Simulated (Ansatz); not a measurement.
# Run report: Si2NH5OF, single-point calculation

Si2NH5OF, multiplicity 2, computed with UKS PBE0-D4/def2-TZVPP (Ansatz 0.2.0).

The geometry comes from this level: PBE0-D4/def2-TZVP.

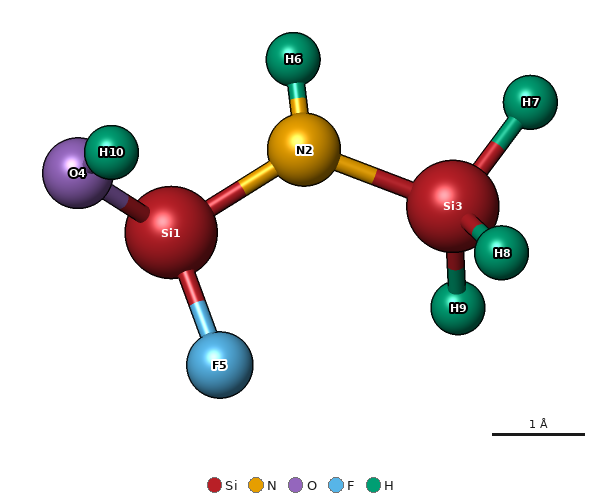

Fig. 1: The input geometry (ball-and-stick view, seen at a tilt; atoms are numbered from 1 in the order of the input). Bond lengths as drawn: F–Si 1.61 Å, H–N 1.01 Å, H–O 0.96 Å, H–Si 1.48 to 1.49 Å, N–Si 1.71 to 1.74 Å and O–Si 1.63 Å.

**Key numbers**

```csv
quantity,value
outcome,converged
total energy,−22084.1136 eV
mean-field energy,−22083.9140 eV
dispersion energy,−0.1996 eV
⟨S²⟩,0.752
SCF solution under orbital rotations,stable
HOMO (either spin),−6.28 eV
LUMO (either spin),−2.18 eV
hardware,"4 CPU threads, shared host"
wall time,4.7 s (CPU time 17 s)
peak memory,0.95 GiB
```

**Input file**
```yaml
crystal:
  periodic: [false, false, false]
  atoms:
    - {symbol: Si, position_ang: [-1.031100, -1.351969, 0.178691]}
    - {symbol: N, position_ang: [-0.974808, 0.170946, 0.960315]}
    - {symbol: Si, position_ang: [0.323900, 0.821356, 1.920497]}
    - {symbol: O, position_ang: [-2.484961, -2.085300, 0.315361]}
    - {symbol: F, position_ang: [0.113355, -2.190014, 0.930420]}
    - {symbol: H, position_ang: [-1.688921, 0.831838, 0.689155]}
    - {symbol: H, position_ang: [0.048686, 2.271309, 2.090075]}
    - {symbol: H, position_ang: [0.384873, 0.175627, 3.256212]}
    - {symbol: H, position_ang: [1.636765, 0.639842, 1.251961]}
    - {symbol: H, position_ang: [-2.872034, -2.150861, 1.193568]}
basis:
  gaussian: {orbitals: def2-TZVPP}
magnetization: {spin_polarized: true, initial_magnetization: 1}
hamiltonian: {xc: pbe0, dispersion: d4}
output: {orbitals: {seedname: orbitals}}
```

Run as:
```bash
ansatz run in.yaml --threads 4 --pin off --events-out ev --progress --plain --max-ram 66560MiB --backend cpu
```

**The program's output**
```
Functional definition: PBE0
  name "PBE0"
  cite "Adamo & Barone, J. Chem. Phys. 110, 6158 (1999) doi:10.1063/1.478522"
  cite "Perdew, Burke & Ernzerhof, Phys. Rev. Lett. 77, 3865 (1996) doi:10.1103/PhysRevLett.77.3865"
  parent pbe
  parameter a = 0.25
  parameter kappa = 0.804
  parameter beta = 0.06672455060314922
  exchange = (1 - a)*pbe_x(kappa = kappa, mu = beta*pi^2/3) + a*exact_x
  correlation = pbe_c(beta = beta)
1339 factors; their error is unknown
mean field evaluation 1: about -22073.1528 eV, gradient 5.7e1 eV
mean field evaluation 2: about -22057.4051 eV, gradient 8.2e1 eV
mean field evaluation 4: about -22083.7844 eV, gradient 5.1e0 eV
mean field evaluation 8: about -22083.8627 eV, gradient 1.0e-1 eV
mean field evaluation 16: about -22083.9140 eV, gradient 1.9e-4 eV
mean field -22083.91400661 eV, -811.5688707283 hartree, gradient 6.5e-5 eV, S^2 0.751604; 0 other end points of the search recorded, 0 dependent functions left out
reference -22083.91404108 eV, -811.5688719952 hartree; 29, 28 occupied and 218, 219 virtual orbitals, 1339 factors
Total energy: -22084.11363935 eV, -811.5762070961 hartree
```

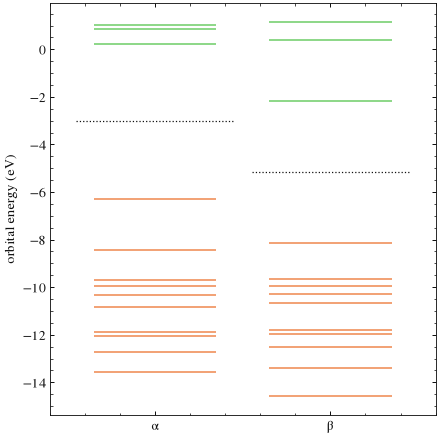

Fig. 2: Orbital energies near the frontier for α and β spins; the dotted line parts filled from empty levels, and levels within 0.02 eV of each other stand side by side. α: highest filled −6.28 eV, lowest empty 0.24 eV, 6.52 eV apart; β: highest filled −8.16 eV, lowest empty −2.18 eV, 5.98 eV apart.
